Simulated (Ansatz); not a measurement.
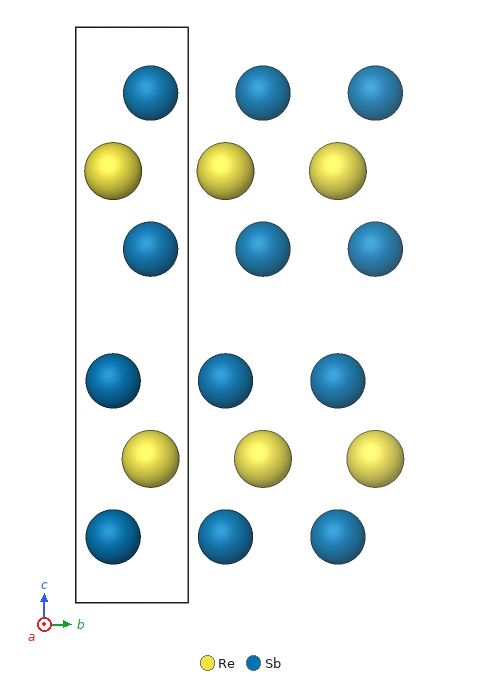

Projection along an edge of the hexagonal mesh, stacking direction c upwards. Every atom sits on one of the three columns of the mesh; call them A, B, C in the order in which they first turn up. The sequence starts with the first layer at or above the cell's origin.

ReSb₂: the geometry relaxed with Ansatz, DFT PBE, scalar-relativistic, plane waves, PAW; the starting structure was generated, so it need not be a known form of this composition.

Read off the stacking sequence over one period.

Answer. Sb(A) – Re(B) – Sb(A) – Sb(B) – Re(A) – Sb(B) (six layers in 14.65 Å).

How are the Sb layers alone stacked?

Answer. Sb layers alone: AABB, a sequence in which some neighbouring layers lie directly above each other.

Which positions between or in the Sb layers do the other atoms fill?

Answer. Re: two trigonal-prismatic sites (per hexagonal cell). Two of the four gaps between Sb layers are empty, 3.35 Å wide.

What short polytype symbol fits?

Answer. Polytype symbol 2H, the symbol of a layered MX2 polytype (number of slabs in the repeat and lattice).
